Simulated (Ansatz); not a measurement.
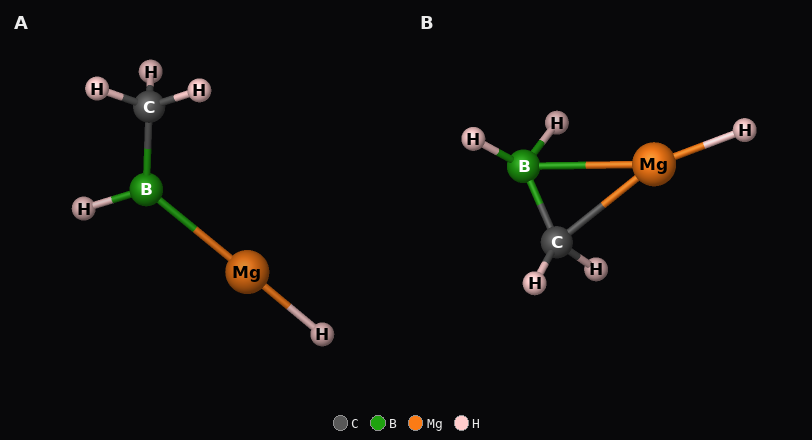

2 stationary structures of one formula. Geometries: PBE0-D4/def2-TZVP. Electronic energies: RHF-CCSD(T) (frozen core)/def2-TZVPP (Ansatz 0.2.0), without zero-point energy. No frequency run is at hand to confirm each as a minimum. Each is one conformer, not always the lowest.

Question: Which is lowest in energy, and by how much?

Answer: B is lowest (C1); A lies 24.9 kcal/mol above it (C1).

Give E(B) − E(A) in kcal/mol at these levels too: r2SCAN-D4/def2-TZVPP; PBE0-D4/def2-TZVPP; PBE-D4/def2-TZVPP; RHF-CCSD(T) (frozen core)/def2-TZVPP; PBE0-D4/def2-TZVP; ωB97M-V/def2-TZVPP; B3LYP-D4/def2-TZVPP.

| level | E(B) − E(A) (kcal/mol) |
| --- | --- |
| r2SCAN-D4/def2-TZVPP | −26.5 |
| PBE0-D4/def2-TZVPP | −23.9 |
| PBE-D4/def2-TZVPP | −24.8 |
| RHF-CCSD(T) (frozen core)/def2-TZVPP | −24.9 |
| PBE0-D4/def2-TZVP | −23.8 |
| ωB97M-V/def2-TZVPP | −24.6 |
| B3LYP-D4/def2-TZVPP | −23.6 |
